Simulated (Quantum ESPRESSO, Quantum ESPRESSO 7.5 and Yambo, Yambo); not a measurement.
## Quasiparticle gap of SrTiO3 (Tausonite) in Yambo

How does a plane-wave GW calculation on SrTiO3 (Tausonite) run from the first input to the gap?

Main program and level: Quantum ESPRESSO 7.5 and Yambo 5.3.0; PBE and many-body steps on it, plane waves.

**The experiments to reproduce.**

- Gap 3.77 eV: direct gap (M0 critical point); spectroscopic ellipsometry, second-derivative fit; 300 K; bulk crystal (commercial single crystal) (“Optical probe of ferroelectric order in bulk and thin film perovskite titanates”, 2013, arxiv:1309.1245).

This is a report of a sequence of runs, with most program output left out.

**1. The structure**

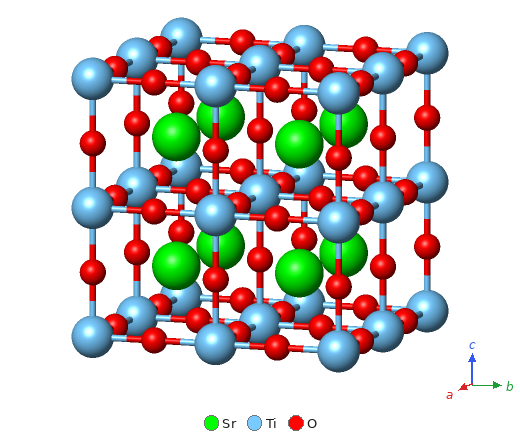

Start, viewed slightly off an axis; strontium green, titanium blue, oxygen red. 2×2×2 cells are drawn. Some periodic images of atoms are drawn too.

The cell and positions come from the Crystallography Open Database and are kept as given unless a step says otherwise.

**2. Ground state**

This step: Quantum ESPRESSO 7.5; DFT, PBE, plane waves, norm-conserving pseudopotentials.

The ground-state density comes first.

pw.in

```
&control
  calculation = 'scf'
  prefix = 'x'
  outdir = 'o'
  pseudo_dir = 'pseudo'
/
&system
  ibrav = 0
  nat = 5
  ntyp = 3
  ecutwfc = 76.0
  nbnd = 26
  force_symmorphic = .true.
/
&electrons
  conv_thr = 1e-10
  electron_maxstep = 80
  mixing_beta = 0.5
/
ATOMIC_SPECIES
  Sr 87.62 Sr.upf
  Ti 47.867 Ti.upf
  O 15.999 O.upf
CELL_PARAMETERS angstrom
  3.9052800000 0.0000000000 0.0000000000
  0.0000000000 3.9052800000 0.0000000000
  0.0000000000 0.0000000000 3.9052800000
ATOMIC_POSITIONS crystal
  Sr 0.5000000000 0.5000000000 0.5000000000
  Ti 0.0000000000 0.0000000000 0.0000000000
  O 0.5000000000 0.0000000000 0.0000000000
  O 0.0000000000 0.5000000000 0.0000000000
  O 0.0000000000 0.0000000000 0.5000000000
K_POINTS automatic
  6 6 6 0 0 0
```

The run is started by

```
> OMP_NUM_THREADS=1 mpirun -n 8 pw.x -nk 8 -in pw.in > pw.out
```

It took 15 s on 8 MPI ranks of AMD EPYC 7R43, shared host; peak memory 0.63 GiB.

Numbers from this step:

```
total energy               : -3905.9468 eV
gap                        : 1.908 eV
k of the valence top       : -0.5, -0.5, -0.5
k of the conduction bottom : 0, 0, 0
least direct gap           : 2.263 eV
```

The gap is indirect, with the least direct gap 0.36 eV higher.

**3. Bands along the symmetry lines**

Levels along a band path, at the cheap level, show where the edges lie and whether the meshes to come will hold them.

pw.in

```
&control
  calculation = 'bands'
  prefix = 'x'
  outdir = 'o'
  pseudo_dir = 'pseudo'
/
&system
  ibrav = 0
  nat = 5
  ntyp = 3
  ecutwfc = 76.0
  nbnd = 26
  force_symmorphic = .true.
/
&electrons
  conv_thr = 1e-9
  electron_maxstep = 80
  diago_full_acc = .true.
  diago_thr_init = 5e-6
/
ATOMIC_SPECIES
  Sr 87.62 Sr.upf
  Ti 47.867 Ti.upf
  O 15.999 O.upf
CELL_PARAMETERS angstrom
  3.9052800000 0.0000000000 0.0000000000
  0.0000000000 3.9052800000 0.0000000000
  0.0000000000 0.0000000000 3.9052800000
ATOMIC_POSITIONS crystal
  Sr 0.5000000000 0.5000000000 0.5000000000
  Ti 0.0000000000 0.0000000000 0.0000000000
  O 0.5000000000 0.0000000000 0.0000000000
  O 0.0000000000 0.5000000000 0.0000000000
  O 0.0000000000 0.0000000000 0.5000000000
K_POINTS crystal
  50
  0.00000000 0.00000000 0.00000000 1
  0.00000000 0.06250000 0.00000000 1
  0.00000000 0.12500000 0.00000000 1
  0.00000000 0.18750000 0.00000000 1
  0.00000000 0.25000000 0.00000000 1
  0.00000000 0.31250000 0.00000000 1
  0.00000000 0.37500000 0.00000000 1
  0.00000000 0.43750000 0.00000000 1
  0.00000000 0.50000000 0.00000000 1
  0.06250000 0.50000000 0.00000000 1
  0.12500000 0.50000000 0.00000000 1
  0.18750000 0.50000000 0.00000000 1
  0.25000000 0.50000000 0.00000000 1
  0.31250000 0.50000000 0.00000000 1
  0.37500000 0.50000000 0.00000000 1
  0.43750000 0.50000000 0.00000000 1
  0.50000000 0.50000000 0.00000000 1
  0.43750000 0.43750000 0.00000000 1
  0.37500000 0.37500000 0.00000000 1
  0.31250000 0.31250000 0.00000000 1
  0.25000000 0.25000000 0.00000000 1
  0.18750000 0.18750000 0.00000000 1
  0.12500000 0.12500000 0.00000000 1
  0.06250000 0.06250000 0.00000000 1
  0.00000000 0.00000000 0.00000000 1
  0.06250000 0.06250000 0.06250000 1
  0.12500000 0.12500000 0.12500000 1
  0.18750000 0.18750000 0.18750000 1
  0.25000000 0.25000000 0.25000000 1
  0.31250000 0.31250000 0.31250000 1
  0.37500000 0.37500000 0.37500000 1
  0.43750000 0.43750000 0.43750000 1
  0.50000000 0.50000000 0.50000000 1
  0.43750000 0.50000000 0.43750000 1
  0.37500000 0.50000000 0.37500000 1
  0.31250000 0.50000000 0.31250000 1
  0.25000000 0.50000000 0.25000000 1
  0.18750000 0.50000000 0.18750000 1
  0.12500000 0.50000000 0.12500000 1
  0.06250000 0.50000000 0.06250000 1
  0.00000000 0.50000000 0.00000000 1
  0.50000000 0.50000000 0.50000000 1
  0.50000000 0.50000000 0.43750000 1
  0.50000000 0.50000000 0.37500000 1
  0.50000000 0.50000000 0.31250000 1
  0.50000000 0.50000000 0.25000000 1
  0.50000000 0.50000000 0.18750000 1
  0.50000000 0.50000000 0.12500000 1
  0.50000000 0.50000000 0.06250000 1
  0.50000000 0.50000000 0.00000000 1
```

Wall time 9 s (8 MPI ranks); peak memory 0.58 GiB; 68 s of CPU time.

Numbers from this step:

* gap: 1.908 eV
* k of the valence top: 0.5, 0.5, 0.5
* k of the conduction bottom: 0, 0, 0
* least direct gap: 2.263 eV

The gap is 1.908 eV, as in the run before at this level.

The electronic bands at the labelled points (eV, zero at the top of the highest filled band):

```tsv
point	band 17	band 18	band 19	band 20	band 21	band 22	band 23	band 24
Γ	-1.17	-0.36	-0.36	-0.36	1.91	1.91	1.91	4.39
X	-2.34	-1.96	-0.73	-0.73	2.07	3.83	3.83	4.40
M	-1.72	-1.55	-1.55	-0.09	3.84	3.84	4.30	5.37
Γ	-1.17	-0.36	-0.36	-0.36	1.91	1.91	1.91	4.39
R	-3.71	0.00	0.00	0.00	4.52	4.52	4.52	7.00
X	-2.34	-1.96	-0.73	-0.73	2.07	3.83	3.83	4.40
jump to R	-3.71	0.00	0.00	0.00	4.52	4.52	4.52	7.00
M	-1.72	-1.55	-1.55	-0.09	3.84	3.84	4.30	5.37
```

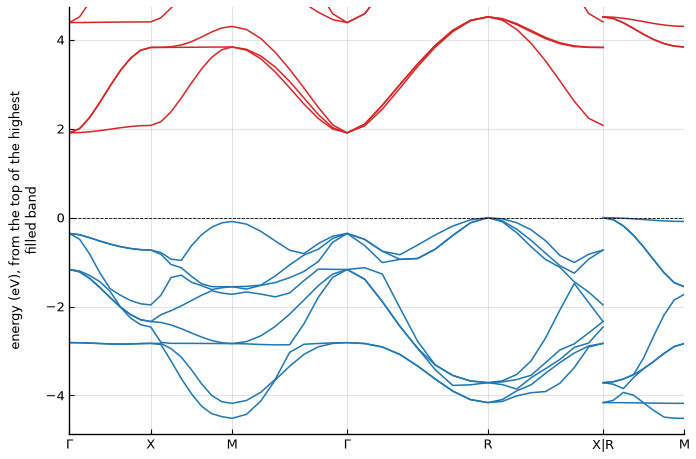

Electronic bands along the path; lines of filled and empty bands in two colours.

**4. Empty states on the mesh, 4×4×4 mesh, 67 bands**

The sums over transitions need many empty states on a uniform mesh; this step solves for them.

pw.in

```
&control
  calculation = 'nscf'
  prefix = 'x'
  outdir = 'o'
  pseudo_dir = 'pseudo'
/
&system
  ibrav = 0
  nat = 5
  ntyp = 3
  ecutwfc = 76.0
  nbnd = 67
  force_symmorphic = .true.
/
&electrons
  conv_thr = 1e-9
  electron_maxstep = 80
  diago_full_acc = .true.
  diago_thr_init = 5e-6
/
ATOMIC_SPECIES
  Sr 87.62 Sr.upf
  Ti 47.867 Ti.upf
  O 15.999 O.upf
CELL_PARAMETERS angstrom
  3.9052800000 0.0000000000 0.0000000000
  0.0000000000 3.9052800000 0.0000000000
  0.0000000000 0.0000000000 3.9052800000
ATOMIC_POSITIONS crystal
  Sr 0.5000000000 0.5000000000 0.5000000000
  Ti 0.0000000000 0.0000000000 0.0000000000
  O 0.5000000000 0.0000000000 0.0000000000
  O 0.0000000000 0.5000000000 0.0000000000
  O 0.0000000000 0.0000000000 0.5000000000
K_POINTS automatic
  4 4 4 0 0 0
```

The run is started by

```
> OMP_NUM_THREADS=1 mpirun -n 8 pw.x -nk 4 -in pw.in > pw.out
```

Run time: 7.3 s. Hardware: 8 MPI ranks; peak memory 0.54 GiB.

This step gave:

```yaml
gap: 1.908 eV
k_of_the_valence_top: -0.5, -0.5, -0.5
k_of_the_conduction_bottom: 0, 0, 0
least_direct_gap: 2.263 eV
k_points_computed: 10
lowest_point_of_the_top_converged_band_above_the_valence_top: 39.47 eV
```

On this mesh the gap is 1.908 eV.

**5. Conversion and set-up**

This step: Yambo 5.3.0; conversion and set-up on PBE, plane waves, norm-conserving pseudopotentials.

The states are converted to the many-body program's format and the q mesh is built.

The run is started by

```
> (cd o/x.save; p2y > p2y.log; mv SAVE ../..); yambo > setup.log
```

Run time: 5.8 s. Hardware: 1 MPI rank; peak memory 0.25 GiB.

**6. Screening and self-energy, 4×4×4 mesh, 67 bands, screening to 95.2 eV**

G0W0 replaces the xc potential by the self-energy, built once from these orbitals. Only a window of levels is corrected, while the sums run over the empty bands that the input names.

This step: G0W0 on PBE, plane waves, norm-conserving pseudopotentials.

gw1.in

```
HF_and_locXC
gw0
dyson
ppa
em1d
rim_cut
RandQpts= 1000000
RandGvec= 1 RL
EXXRLvcs= 76 Ry
VXCRLvcs= 304 Ry
Chimod= "HARTREE"
% BndsRnXp
 1 | 67 |
%
NGsBlkXp= 7 Ry
% LongDrXp
 1 | 1 | 1 |
%
% GbndRnge
 1 | 67 |
%
DysSolver= "n"
ExtendOut
PPAPntXp= 27.21138 eV
% QPkrange
 10 | 10 | 19 | 22 |
 1 | 1 | 19 | 22 |
%
```

The run is started by

```
> OMP_NUM_THREADS=1 mpirun -n 8 yambo -F gw1.in -J gw1 -C gw1 > gw1.log
```

Run time: 56 s. Hardware: 8 MPI ranks; peak memory 3.4 GiB; 7.2 min of CPU time.

This step gave:

```yaml
g0w0_gap_on_the_points_computed: 3.537 eV
starting_gap_on_the_mesh: 1.908 eV
k_of_the_valence_top: -0.5, -0.5, -0.5
k_of_the_conduction_bottom: 0, 0, 0
least_direct_g0w0_gap_on_the_computed_points: 3.889 eV
z_at_the_valence_top: 0.7675
z_at_the_conduction_bottom: 0.7796
```

The gap on the mesh goes from 1.91 eV to 3.54 eV, a correction of +1.63 eV.

Limits: finite bands, cutoff and mesh; no spin-orbit coupling; coarse k mesh. v1 is the top filled band, c1 the lowest empty one. Levels before and after the correction, in eV, zero at the valence-band top of each column:

```tsv
	conduction bottom	valence top
Kohn-Sham	1.91	0.00
G0W0	3.54	0.00
```

```tsv
	level	energy (eV)
Kohn-Sham	Γ v2-v1	-0.355
Kohn-Sham	Γ c1-c2	1.908
Kohn-Sham	(-0.5 -0.5 -0.5) v2-v1	0.000
Kohn-Sham	(-0.5 -0.5 -0.5) c1-c2	4.517
G0W0	Γ v2-v1	-0.352
G0W0	Γ c1-c2	3.537
G0W0	(-0.5 -0.5 -0.5) v2-v1	0.000
G0W0	(-0.5 -0.5 -0.5) c1-c2	6.449
```

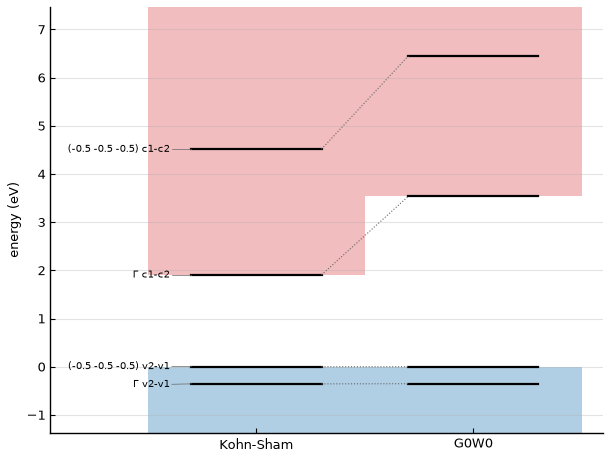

Levels before and after the correction. Shaded: valence and conduction bands.

**7. Where the time went**

Times are wall times on the hardware named with each run, good to a factor of about two.

```tsv
step	time	share	memory (GiB)
ground state	15 s	16 %	0.63
bands along the symmetry lines	9 s	10 %	0.58
empty states on the mesh	7.3 s	8 %	0.54
conversion and set-up	5.8 s	6 %	0.25
screening and self-energy	56 s	60 %	3.4
```

**8. What came out**

* PBE gap: 1.91 eV, indirect
* G0W0 gap on the mesh: 3.54 eV
* GW settings: 4×4×4 mesh, 67 bands, screening to 95.2 eV, Godby-Needs plasmon pole
* known limits: not at the basis limit; no spin-orbit coupling; coarse k mesh

G0W0 moves the gap on the mesh from 1.91 eV to 3.54 eV (+1.63 eV), with Z of 0.77 and 0.78 at the edges. Only 2 of the mesh's irreducible points were corrected, so a valley elsewhere could overtake. The dearest step here is «screening and self-energy». Against experiment, by G0W0@PBE: the direct gap of 3.89 eV lies +0.12 eV from the measured 3.77 eV (direct, 300 K, 2013). An exciton line or allowed optical edge lies below the quasiparticle gap by the binding energy; a forbidden edge can push the onset above it. The calculation has static nuclei and no excitons; a measured gap holds zero-point and thermal motion, which mostly lowers it. Bands and cutoff are finite, so the gap is not at the basis limit. The miss can reach some tenths of an eV and take either sign; the mesh is an error of its own. In the G0W0 run levels were corrected at 2 k points alone, so a gap called «on the mesh» is the least over those, and an edge elsewhere would be missed. The 4×4×4 mesh is coarse for this cell, which bears on the long-range parts of exchange and screening. This is the ideal cubic cell; many perovskites, halides above all, are cubic only on average, and local tilts or off-centring can widen the gap. The many-body steps are scalar-relativistic: spin-orbit coupling is not in them.

[Paths, hosts, dates, memory and timing lines, banners, echoed tables and standing remarks are left out of the program output.]

[Logs are printed without paths, hosts, clocks, repeated set-up lines and the standing remarks that a program may print on its own settings, such as how far it seeks lower states.]

[Runs of the session that timed out or met a known fault of the program may be left out.]

[Hosts, paths, dates, database ids (printed as entryN), source tags and the programs' standing remarks are cut or masked in the printed files.]
